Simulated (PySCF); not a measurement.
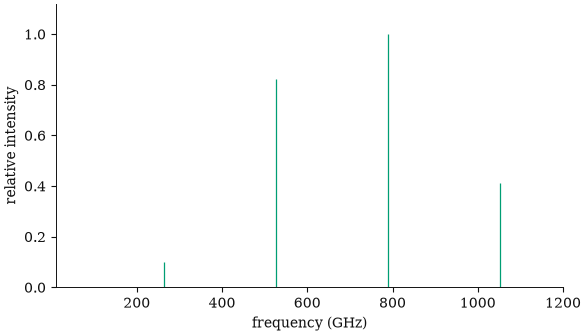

PH₃, SMILES P. Simulated rotational absorption lines between 10 and 1200 GHz at 20 K: rigid rotor with the equilibrium constants and dipole of one optimised conformer (PBE0-D3(BJ)/def2-SVP, PySCF 2.14.0), commonest isotopes; no centrifugal distortion, hyperfine structure, internal rotation or nuclear-spin weights; lines within 1 MHz of each other are summed.

### What are the rotational constants, and what kind of rotor is it?

Rotational constants A, B, C = 131.5, 131.5, 116.8 GHz; Ray's κ = 1.00, a oblate symmetric top.

### Which dipole components drive the lines?

|μa|, |μb|, |μc| = 0.00, 0.00, 0.91 D; c-type lines carry 100 % of the intensity in this range.

Known limits of this run: coarse grid, loose stop and no frequency check, small forces are noise and the end may be a saddle.
